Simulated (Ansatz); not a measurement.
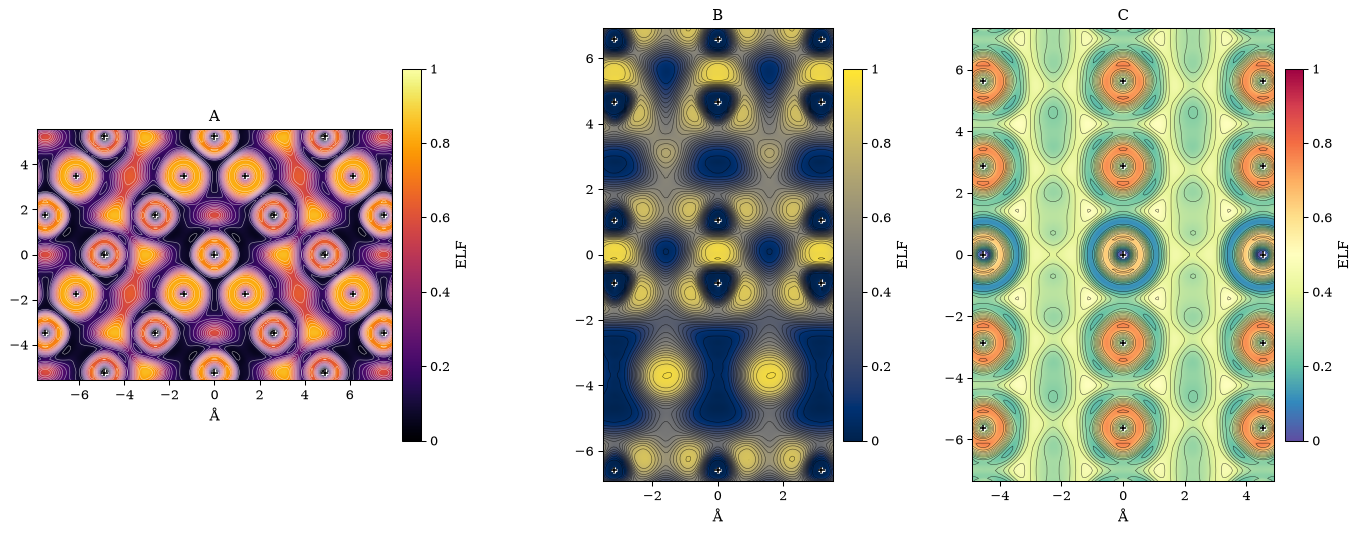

The electron localisation function of 3 systems, each on a plane through atoms (crosses mark nuclei in the plane).

The calculation used DFT PBE, scalar-relativistic, plane waves, PAW (Ansatz 0.2.0).

System 1: ScTi2O2, the (110) plane of the conventional cell. Space group P6₃/mmc; a generated structure, not necessarily the stable one; computed without spin polarisation.

```
Sc Ti O
1.0
     3.02491    0.00000    0.00000
    -1.51245    2.61965    0.00000
     0.00000    0.00000   15.03286
Sc Ti O
2 4 4
Direct
  0.33333 0.66667 0.25000
  0.66667 0.33333 0.75000
  0.66667 0.33333 0.07500
  0.66667 0.33333 0.42500
  0.33333 0.66667 0.92500
  0.33333 0.66667 0.57500
  0.00000 0.00000 0.15864
  0.00000 0.00000 0.34136
  0.00000 0.00000 0.65864
  0.00000 0.00000 0.84136
```

System 2: B2P3, the (010) plane of the conventional cell. Space group P3m1; a generated structure, not necessarily the stable one; changed on purpose from its base cell (volume × 0.91, shape and atoms relaxed); computed pressure about 15 GPa in this cell.

```cif
data_structure
_symmetry_space_group_name_H-M 'P 1'
_symmetry_Int_Tables_number 1
_cell_length_a 3.1691
_cell_length_b 3.1691
_cell_length_c 13.1623
_cell_angle_alpha 90.000
_cell_angle_beta 90.000
_cell_angle_gamma 120.000
_cell_volume 114.48
loop_
_atom_site_label
_atom_site_type_symbol
_atom_site_fract_x
_atom_site_fract_y
_atom_site_fract_z
_atom_site_occupancy
B1 B 0.33333 0.66667 0.18366 1
B2 B 0.33333 0.66667 0.76334 1
B3 B 0.66667 0.33333 0.37680 1
B4 B 0.00000 0.00000 0.57032 1
P1 P 0.33333 0.66667 0.03877 1
P2 P 0.33333 0.66667 0.61829 1
P3 P 0.66667 0.33333 0.23106 1
P4 P 0.00000 0.00000 0.42473 1
P5 P 0.66667 0.33333 0.81459 1
P6 P 0.00000 0.00000 0.95044 1
```

System 3: TiMo4, the (100) plane of the conventional cell. Space group R-3m; a generated structure, not necessarily the stable one; changed on purpose from its base cell (volume × 1.06, shape and atoms relaxed); computed pressure about −12 GPa in this cell; computed without spin polarisation.

```yaml
crystal:
  lattice:
    - [4.54367, 0.00000, 0.00000]
    - [-2.27183, 3.93493, 0.00000]
    - [0.00000, 0.00000, 14.01579]
  atoms:
    - { symbol: Ti, position: [0.00000, 0.00000, 0.00000] }
    - { symbol: Ti, position: [0.66667, 0.33333, 0.33333] }
    - { symbol: Ti, position: [0.33333, 0.66667, 0.66667] }
    - { symbol: Mo, position: [0.00000, 0.00000, 0.20454] }
    - { symbol: Mo, position: [0.66667, 0.33333, 0.53788] }
    - { symbol: Mo, position: [0.33333, 0.66667, 0.87121] }
    - { symbol: Mo, position: [0.33333, 0.66667, 0.26455] }
    - { symbol: Mo, position: [0.00000, 0.00000, 0.59788] }
    - { symbol: Mo, position: [0.66667, 0.33333, 0.93121] }
    - { symbol: Mo, position: [0.66667, 0.33333, 0.12879] }
    - { symbol: Mo, position: [0.33333, 0.66667, 0.46212] }
    - { symbol: Mo, position: [0.00000, 0.00000, 0.79546] }
    - { symbol: Mo, position: [0.33333, 0.66667, 0.06879] }
    - { symbol: Mo, position: [0.00000, 0.00000, 0.40212] }
    - { symbol: Mo, position: [0.66667, 0.33333, 0.73545] }
```

**Match each panel to its system.**

Panel A is system 1, ScTi2O2: the plane holds Sc, Ti and O. Ti–O (2.15 Å): the ELF peaks at about 0.80 in the valence shell of O, 0.6 Å from its nucleus, and is about 0.10 at the midpoint: no localised pair shows between them. Panel B is system 2, B2P3: the plane holds B and P. B–P (1.91 Å): the ELF peaks at about 0.95 between the atoms. Panel C is system 3, TiMo4: the plane holds Ti and Mo. Mo–Mo (2.77 Å): the ELF is about 0.30 at the midpoint.
